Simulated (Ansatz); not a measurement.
A series of calculations on CH₇BFN

**1. Relaxation**

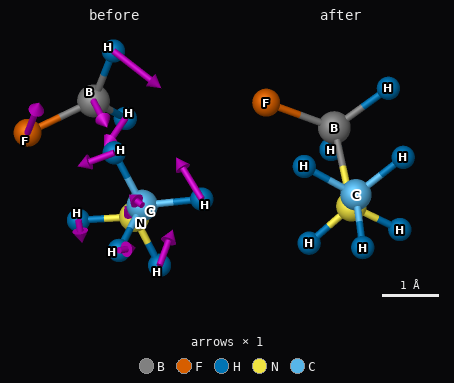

The structure of CH₇BFN before (left) and after (right) a relaxation, at one scale. The purple arrows give the displacements, at their true length.

The picture is a ball-and-stick view, seen from a free direction.

The run prepares an end point of a later path (reaction) calculation, from a guessed geometry.

Level of theory: Ansatz 0.2.0, RKS PBE/6-31G*. Set-up: no spin polarisation; force threshold 0.03 eV/Å; at most 50 steps.

What changed between the two?

Answer. An H atom moves most after the best rigid fit: 1.09 Å. Largest moves by element: H 1.09 Å, F 0.99 Å, B 0.75 Å, C 0.38 Å, N 0.36 Å. Among the contacts that change: B–N 2.734 → 1.675 Å, B–F 1.338 → 1.407 Å, C–N 1.467 → 1.487 Å, B–H 1.210 → 1.229 Å. New bonds form, among them: B–N (2.73 → 1.67 Å). Among the angles between lasting bonds that change: H–B–H 124.1° → 115.3°, N–C–H 115.3° → 112.2°, F–B–H 117.7° → 114.9°. After 15 accepted moves (17 points after the start) the energy has fallen by 91.7 kJ/mol. The largest force component goes from 0.78 to 0.02 eV/Å. The line search rejected the trial steps at points 13, 15 of the run. Cost: 54 s on 1 thread of Arm Neoverse V1, with other jobs on the host, peak memory 0.15 GiB.

**2. Relaxation**

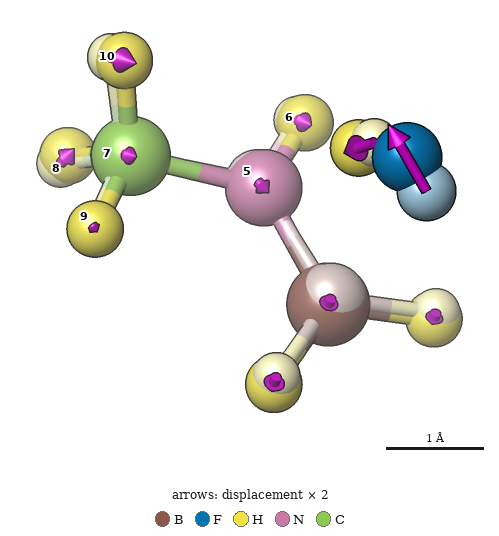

A relaxation of CH₇BFN. The starting structure is drawn faded, the final one solid; purple arrows show the displacements, 2 times their true length. The two geometries are superimposed by the best rigid fit.

Style: ball-and-stick. Shown from a free direction.

The run prepares an end point of a later path (reaction) calculation, from a guessed geometry.

Method: RKS PBE/6-31G* (Ansatz 0.2.0).

The input:
```yaml
crystal:
  periodic: [false, false, false]
  atoms:
    - { symbol: B, position_ang: [0.163473, -0.561887, -0.104568] }
    - { symbol: F, position_ang: [-0.631905, 0.982574, 1.727523] }
    - { symbol: H, position_ang: [1.243852, -0.034041, -0.125509] }
    - { symbol: H, position_ang: [-0.766882, -0.255072, -0.80094] }
    - { symbol: "N", position_ang: [0.014383, -1.769994, 0.736463] }
    - { symbol: H, position_ang: [-0.851209, -2.308762, 0.677004] }
    - { symbol: C, position_ang: [1.071941, -2.401022, 1.516721] }
    - { symbol: H, position_ang: [1.390298, -3.36418, 1.073432] }
    - { symbol: H, position_ang: [1.941403, -1.726176, 1.536671] }
    - { symbol: H, position_ang: [0.760356, -2.601937, 2.559732] }
    - { symbol: H, position_ang: [-0.631609, 0.057396, 1.884772] }
basis:
  gaussian: { orbitals: "6-31G*" }
hamiltonian:
  xc: pbe
relax:
  f_tol: 0.03
  max_steps: 50
```

Launched with:
```bash
ansatz run input.yaml --threads 1 --pin off --max-ram 2048MiB --backend cpu --events-out ev --progress --plain --runs-dir out
```

**Describe the change and its energy.**

After 6 geometry steps the energy has fallen by 0.140 eV. Largest force component: 1.9 eV/Å at the start, 0.014 eV/Å at the end. F2 moves most after the best rigid fit: 0.41 Å. By element the largest moves are F 0.41 Å, H 0.26 Å, B 0.11 Å, C 0.10 Å, N 0.09 Å. Among the contacts that change: B1–N5 1.480 → 1.412 Å, F2–H11 0.938 → 0.956 Å, N5–C7 1.458 → 1.465 Å. The run took 22 s on 1 thread of Arm Neoverse V1, with other jobs on the host, peak memory 0.15 GiB.

Limits of the set-up: the start holds two separate molecules, 2.2 Å apart at their closest, whose relative position is a soft coordinate and is computed without a dispersion correction.

**3. Path**

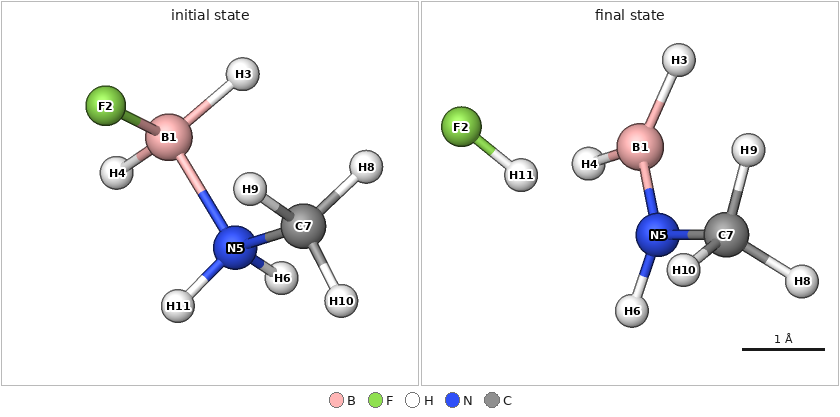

The two relaxed end points of a path for CH$_{7}$BFN. Style: ball-and-stick. Shown from a free direction.

These are results of RKS PBE/6-31G* (Ansatz 0.2.0), not measurements.

Run with 7 movable images; climbing image; force threshold 0.05 eV/Å; iteration limit 60.

Start:
```xyz
11

B     0.1145   -0.2444    0.0716
F     0.4335    0.7225    1.0426
H     1.0512   -0.5821   -0.6488
H    -0.9526   -0.0598   -0.5076
N    -0.1912   -1.6217    0.9743
H    -0.4721   -2.3777    0.3355
C     0.9621   -2.0391    1.8151
H     1.7951   -2.2898    1.1425
H     1.2498   -1.1681    2.4199
H     0.7174   -2.8980    2.4606
H    -1.0036   -1.4250    1.5756
```

End:
```xyz
11

B     0.2255   -0.6384   -0.2150
F    -1.0120    0.6058    1.9330
H     1.2268    0.0262   -0.1635
H    -0.6669   -0.4449   -0.9967
N     0.0980   -1.7220    0.6806
H    -0.7034   -2.3507    0.5863
C     1.1150   -2.2066    1.6170
H     1.5479   -3.1643    1.2761
H     1.9212   -1.4607    1.6762
H     0.6972   -2.3566    2.6283
H    -0.7453   -0.2709    1.6591
```

### Predict the minimum-energy path and its barrier.

Forward barrier 135.5 kJ/mol, backward barrier 19.5 kJ/mol, with image 5 at the top; the reaction energy is +116.0 kJ/mol. Breaking: B1–F2 (1.41 → 1.90 at the top → 2.77 Å), N5–H11 (1.03 → 1.53 at the top → 1.94 Å). Forming: F2–H11 (2.64 → 1.05 at the top → 0.96 Å). The band converged in 20 iterations, with a climbing image at the top.

Energies of the converged images:

```tsv
image	path (Å)	E (kJ/mol)
0	0.00	0.0
1	0.59	2.3
2	1.18	6.4
3	1.77	9.2
4	2.37	45.4
5	2.96	135.5
6	3.37	123.6
7	3.78	117.2
8	4.19	116.0
```

The geometry at the top of the path:

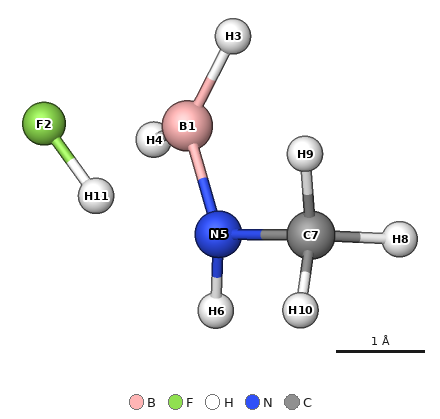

Cost: 5.9 min on 1 thread of Arm Neoverse V1, with other jobs on the host, peak memory 0.12 GiB.
